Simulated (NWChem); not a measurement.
# C4H3F3 (SMILES F/C=C/C=C(F)F) at 4 levels

Wanted: a comparison of 4 runs (HF/STO-3G, HF/3-21G, B3LYP/6-31G*) of C4H3F3. 

The calculation is run with NWChem 7.3.0.

## 1. The structure to begin with

C4H3F3 has 10 atoms, charge 0, and is taken as a singlet. SMILES: `F/C=C/C=C(F)F`. The shape is that of a PBE0-D4/def2-TZVP optimisation. This is one conformer, not always the lowest.

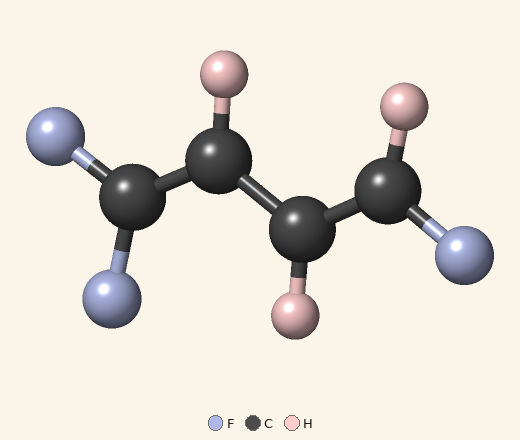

The structure, seen from a chosen angle (fluorine light blue, carbon dark grey, hydrogen pink).

## 2. Energy and forces at HF/STO-3G (run 1)

Input file c4h3f3.nw:

```
start c4h3f3
memory stack 880 mb heap 220 mb global 1100 mb
charge 0

geometry units atomic noautosym nocenter noautoz
  F  -1.55411076 -5.40915206  0.33561536
  C  -0.50380098 -3.34783880 -0.66745127
  C  -0.58127976 -1.13270184  0.50304509
  C   0.54291832  1.11626122 -0.55123311
  C   0.49095085  3.34689394  0.58241359
  F  -0.56956345  3.81044376  2.77846432
  F   1.49893076  5.41841172 -0.33712714
  H   0.37775625 -3.71482362 -2.48064348
  H  -1.52538693 -1.01327115  2.31812704
  H   1.49326158  1.04029423 -2.36121279
end

basis "ao basis" spherical bse
  * library STO-3G
end

scf
  nopen 0
  rhf
  thresh 1e-08
  maxiter 80
end

task scf gradient
```

The run is started by

```bash
nwchem c4h3f3.nw > c4h3f3.out
```

Output:

```text
[...]
  functions       =    38
[...]
  wavefunction    = RHF
[...]
         Total SCF energy =   -445.400327537790
      One-electron energy =  -1174.597389301638
      Two-electron energy =    450.067750188634
 Nuclear repulsion energy =    279.129311575213
        Time for solution =      2.5s
[...]
                         RHF ENERGY GRADIENTS
    atom               coordinates                        gradient
                 x          y          z           x          y          z
   1 F      -1.554111  -5.409152   0.335615    0.010582   0.020933  -0.010030
   2 C      -0.503801  -3.347839  -0.667451   -0.000816  -0.015673  -0.005743
   3 C      -0.581280  -1.132702   0.503045    0.006309   0.028584   0.001508
   4 C       0.542918   1.116261  -0.551233   -0.012542  -0.022356   0.013037
   5 C       0.490951   3.346894   0.582414    0.000482   0.036077   0.015858
   6 F      -0.569563   3.810444   2.778464    0.020999  -0.005077  -0.041567
   7 F       1.498931   5.418412  -0.337127   -0.020785  -0.038214   0.021062
   8 H       0.377756  -3.714824  -2.480643   -0.004907  -0.006158   0.006301
   9 H      -1.525387  -1.013271   2.318127   -0.001299  -0.001501   0.001707
  10 H       1.493262   1.040294  -2.361213    0.001978   0.003386  -0.002132
[...]
```

Run time: 3.6 s. Hardware: 1 thread of AMD EPYC 7B13 (Zen 3), shared host; peak memory 0.099 GiB.

## 3. Energy and forces at HF/3-21G (run 2)

Input file test.nw:

```
START test
TITLE "C4H3F3"
memory 2200 mb

GEOMETRY units angstroms noautosym nocenter noautoz
   F       -0.822400      -2.862400       0.177600
   C       -0.266600      -1.771600      -0.353200
   C       -0.307600      -0.599400       0.266200
   C        0.287300       0.590700      -0.291700
   C        0.259800       1.771100       0.308200
   F       -0.301400       2.016400       1.470300
   F        0.793200       2.867300      -0.178400
   H        0.199900      -1.965800      -1.312700
   H       -0.807200      -0.536200       1.226700
   H        0.790200       0.550500      -1.249500
END

BASIS "ao basis" spherical bse
   * library 3-21G
END

SCF
   thresh 1e-08
   maxiter 80
END

TASK scf gradient
```

The run is started by

```bash
nwchem test.nw > test.out
```

Output:

```text
[...]
  functions       =    69
[...]
  wavefunction    = RHF
[...]
         Total SCF energy =   -449.020515600045
      One-electron energy =  -1174.485564019503
      Two-electron energy =    446.335716746444
 Nuclear repulsion energy =    279.129331673014
        Time for solution =      3.0s
[...]
                         RHF ENERGY GRADIENTS
    atom               coordinates                        gradient
                 x          y          z           x          y          z
   1 F      -1.554111  -5.409152   0.335615    0.010402   0.020065  -0.010097
   2 C      -0.503801  -3.347839  -0.667451   -0.012542  -0.032687   0.008237
   3 C      -0.581280  -1.132702   0.503045    0.005097   0.021086   0.000282
   4 C       0.542918   1.116261  -0.551233   -0.007315  -0.028659   0.000338
   5 C       0.490951   3.346894   0.582414   -0.000619   0.044768   0.021944
   6 F      -0.569563   3.810443   2.778464    0.010348  -0.001641  -0.020075
   7 F       1.498931   5.418411  -0.337127   -0.009453  -0.018094   0.009253
   8 H       0.377756  -3.714823  -2.480643    0.004228  -0.004816  -0.010109
   9 H      -1.525387  -1.013271   2.318127   -0.004480   0.000051   0.008358
  10 H       1.493261   1.040294  -2.361213    0.004333  -0.000072  -0.008130
[...]
```

Wall time 4.2 s (1 thread of AMD EPYC 7B13 (Zen 3), shared host); peak memory 0.1 GiB.

## 4. Energy and forces at B3LYP/6-31G(d) (spherical functions) (run 3)

Input file run.py:

```python
from ase import Atoms
from ase.calculators.nwchem import NWChem

molecule = Atoms(['F', 'C', 'C', 'C', 'C', 'F', 'F', 'H', 'H', 'H'], positions=[
    [-0.822400, -2.862400, 0.177600],
    [-0.266600, -1.771600, -0.353200],
    [-0.307600, -0.599400, 0.266200],
    [0.287300, 0.590700, -0.291700],
    [0.259800, 1.771100, 0.308200],
    [-0.301400, 2.016400, 1.470300],
    [0.793200, 2.867300, -0.178400],
    [0.199900, -1.965800, -1.312700],
    [-0.807200, -0.536200, 1.226700],
    [0.790200, 0.550500, -1.249500],
])

calc = NWChem(
    label='a',
    theory='dft',
    memory='2200 mb',
    basis='6-31G*',
    basispar='spherical bse',
    dft={'xc': 'b3lyp', 'mult': '1', 'grid': 'fine', 'convergence': 'energy 1e-08', 'iterations': '100', 'mulliken': None, 'print': 'low'},
)
molecule.calc = calc

forces = molecule.get_forces()
e = molecule.get_potential_energy()
print(f"E = {e:.6f} eV")
print("forces (eV/A):")
for s, f in zip(molecule.symbols, forces):
    print(f"{s:2s} {f[0]:10.5f} {f[1]:10.5f} {f[2]:10.5f}")
```

The run is started by

```bash
export ASE_NWCHEM_COMMAND="nwchem PREFIX.nwi > PREFIX.nwo"
python run.py
```

Output:

```text
E = -12345.384824 eV
forces (eV/A):
F    -0.20944   -0.46012    0.17730
C     0.13107   -0.12820   -0.30380
C    -0.06541    0.22893    0.22708
C     0.09364   -0.17046   -0.25408
C     0.03137   -0.05029   -0.08140
F    -0.33872    0.04654    0.65373
F     0.30858    0.55808   -0.31727
H     0.04196   -0.00509   -0.08073
H    -0.02905    0.01270    0.06088
H     0.03600   -0.03214   -0.08166
```

The calculator wrote a.nwi:

```
title "a"

permanent_dir a

scratch_dir a

start a

geometry units angstrom nocenter noautosym noautoz
  F  -8.2240000000000002e-01 -2.8624000000000001e+00 1.7760000000000001e-01
  C  -2.6660000000000000e-01 -1.7716000000000001e+00 -3.5320000000000001e-01
  C  -3.0759999999999998e-01 -5.9940000000000004e-01 2.6619999999999999e-01
  C  2.8730000000000000e-01 5.9070000000000000e-01 -2.9170000000000001e-01
  C  2.5979999999999998e-01 1.7710999999999999e+00 3.0819999999999997e-01
  F  -3.0140000000000000e-01 2.0164000000000000e+00 1.4702999999999999e+00
  F  7.9320000000000002e-01 2.8673000000000002e+00 -1.7840000000000000e-01
  H  1.9989999999999999e-01 -1.9658000000000000e+00 -1.3127000000000000e+00
  H  -8.0720000000000003e-01 -5.3620000000000001e-01 1.2266999999999999e+00
  H  7.9020000000000001e-01 5.5049999999999999e-01 -1.2495000000000001e+00
end

memory 2200 mb

basis spherical bse noprint
   * library 6-31G*
end

dft
  xc b3lyp
  mult 1
  grid fine
  convergence energy 1e-08
  iterations 100
  mulliken
  print low
end

task dft gradient
```

a.nwo:

```text
Northwest Computational Chemistry Package (NWChem) 7.3.0
             --------------------------------------------------------

           Job information
           ---------------

    nwchem branch   = 7.3.0
    use scalapack   = T
    input           = a.nwi
    prefix          = a.
    data base       = a/a.db
    status          = startup
    nproc           =        1

           Memory information
           ------------------

    heap     =     72089596 doubles =      550.0 Mbytes
    stack    =     72089601 doubles =      550.0 Mbytes
    global   =    144179200 doubles =     1100.0 Mbytes (distinct from heap & stack)
    total    =    288358397 doubles =     2200.0 Mbytes
    verify   = yes
    hardfail = no

           Directory information
           ---------------------

  0 permanent = a
  0 scratch   = a

                                NWChem Input Module
                                -------------------

                                         a
                                         -

[... 25 lines left out ...]
            Nuclear Dipole moment (a.u.)
[... 75 lines left out ...]
   convergence    iter        energy       DeltaE   RMS-Dens  Diis-err    time
[... 13 lines left out ...]
         Total DFT energy =     -453.684527987567
      One electron energy =    -1179.108911856383
           Coulomb energy =      500.573371472582
    Exchange-Corr. energy =      -54.278319276780
 Nuclear repulsion energy =      279.129331673014
[... 17 lines left out ...]
     -------------------------------------------
      Total Density - Lowdin Population Analysis
     -------------------------------------------

    Atom       Charge   Shell Charges
 -----------   ------   -------------------------------------------------------
    1 F    9     9.10   1.99  0.92  3.19  0.81  2.15  0.04
    2 C    6     5.99   1.99  0.53  1.78  0.40  1.12  0.17
    3 C    6     6.18   1.99  0.53  1.90  0.40  1.27  0.09
[... 6 lines of this table left out ...]
   10 H    1     0.85   0.49  0.36

                         DFT ENERGY GRADIENTS

    atom               coordinates                        gradient
                 x          y          z           x          y          z
   1 F      -1.554111  -5.409152   0.335615    0.004073   0.008948  -0.003448
   2 C      -0.503801  -3.347839  -0.667451   -0.002549   0.002493   0.005908
   3 C      -0.581280  -1.132702   0.503045    0.001272  -0.004452  -0.004416
[... 6 lines of this table left out ...]
  10 H       1.493261   1.040294  -2.361213   -0.000700   0.000625   0.001588

 Task  times  cpu:       22.1s     wall:       22.1s
 Total times  cpu:       22.1s     wall:       22.1s
```

Wall time 23 s (1 thread of AMD EPYC 7B13 (Zen 3), shared host); peak memory 0.12 GiB.

## 5. Energy and gradient at B3LYP/6-31G(d) (Cartesian functions) (run 4)

Input file work.nw:

```
start work
title "C4H3F3 gradient"
memory stack 880 mb heap 220 mb global 1100 mb

geometry units angstroms noautosym nocenter noautoz
  F       -0.822400      -2.862400       0.177600
  C       -0.266600      -1.771600      -0.353200
  C       -0.307600      -0.599400       0.266200
  C        0.287300       0.590700      -0.291700
  C        0.259800       1.771100       0.308200
  F       -0.301400       2.016400       1.470300
  F        0.793200       2.867300      -0.178400
  H        0.199900      -1.965800      -1.312700
  H       -0.807200      -0.536200       1.226700
  H        0.790200       0.550500      -1.249500
end

basis
  * library 6-31G*
end

dft
  xc b3lyp
  grid fine
  convergence energy 1e-08
  iterations 100
  mulliken
end

task dft gradient
```

The run is started by

```bash
nwchem work.nw > work.out
```

Output, cut to the lines that bear on the results:

```text
[...]
          Wavefunction type:  closed shell.
          No. of atoms     :    10
          No. of electrons :    54
[...]
          Charge           :     0
          Spin multiplicity:     1
[...]
          AO basis - number of functions:   111
[...]
              XC Information
              --------------
                         B3LYP Method XC Potential
                     Hartree-Fock (Exact) Exchange  0.200
                        Slater Exchange Functional  0.800 local
                    Becke 1988 Exchange Functional  0.720 non-local
              Lee-Yang-Parr Correlation Functional  0.810
                  VWN I RPA Correlation Functional  0.190 local
[...]
 d= 0,ls=0.0,diis     1   -453.5349020374 -7.33D+02  1.48D-02  1.48D+00     2.4
[...]
 d= 0,ls=0.0,diis    11   -453.6902791527 -2.10D-10  1.65D-07  4.20D-10    21.3
         Total DFT energy =     -453.690279152719
      One electron energy =    -1179.060457337820
           Coulomb energy =      500.471689908955
    Exchange-Corr. energy =      -54.230843396867
 Nuclear repulsion energy =      279.129331673014
[...]
      Total Density - Mulliken Population Analysis
     ---------------------------------------------
[...]
  wavefunction    = closed shell
                         DFT ENERGY GRADIENTS
    atom               coordinates                        gradient
                 x          y          z           x          y          z
   1 F      -1.554111  -5.409152   0.335615    0.004224   0.009222  -0.003601
   2 C      -0.503801  -3.347839  -0.667451   -0.002774   0.001743   0.005980
   3 C      -0.581280  -1.132702   0.503045    0.001244  -0.004071  -0.004188
   4 C       0.542918   1.116261  -0.551233   -0.001678   0.003030   0.004541
   5 C       0.490951   3.346894   0.582414   -0.000662   0.001482   0.001915
   6 F      -0.569563   3.810443   2.778464    0.006562  -0.000950  -0.012687
   7 F       1.498931   5.418411  -0.337127   -0.006005  -0.010953   0.006131
   8 H       0.377756  -3.714823  -2.480643   -0.000771   0.000218   0.001542
   9 H      -1.525387  -1.013271   2.318127    0.000563  -0.000272  -0.001191
  10 H       1.493261   1.040294  -2.361213   -0.000702   0.000552   0.001558
[...]
```

Run time: 26 s. Hardware: 1 thread of AMD EPYC 7B13 (Zen 3), shared host; peak memory 0.13 GiB.

## 6. Overview of the runs

| run | level | iteration cap | module | energy (Eh) | dipole moment (D) | HOMO energy (eV) | LUMO energy (eV) | wall time |
| --- | --- | --- | --- | --- | --- | --- | --- | --- |
| 1 | HF/STO-3G | 80 | scf | -445.400328 | 0.83 | -6.49 | 6.61 | 3.6 s |
| 2 | HF/3-21G | 80 | scf | -449.020516 | 1.65 | -9.08 | 3.32 | 4.2 s |
| 3 | B3LYP/6-31G* (spherical functions) | 100 | dft | -453.684528 | – | – | – | 23 s |
| 4 | B3LYP/6-31G* (Cartesian functions) | 100 | dft | -453.690279 | 1.09 | -6.03 | -0.37 | 26 s |

## 7. Results

| quantity | value |
| --- | --- |
| run 4: total energy | -453.69028 Eh |
| run 4: dipole moment | 1.09 D |
| run 4: HOMO energy | -6.03 eV |
| run 4: LUMO energy | -0.37 eV |
| run 4: HOMO–LUMO gap | 5.66 eV |
| run 4: largest force on an atom | 0.736 eV/Å |

In words: Over runs 1, 2, 4 the dipole moment (its size) runs from 0.83 D (HF/STO-3G) to 1.65 D (HF/3-21G). Over runs 1, 2, 4 the HOMO–LUMO gap runs from 5.66 eV (B3LYP/6-31G*) to 13.10 eV (HF/STO-3G). The two ends differ in method and basis. In run 1 the basis is minimal, so the values are rough. All runs together took 57 s, the longest 26 s.
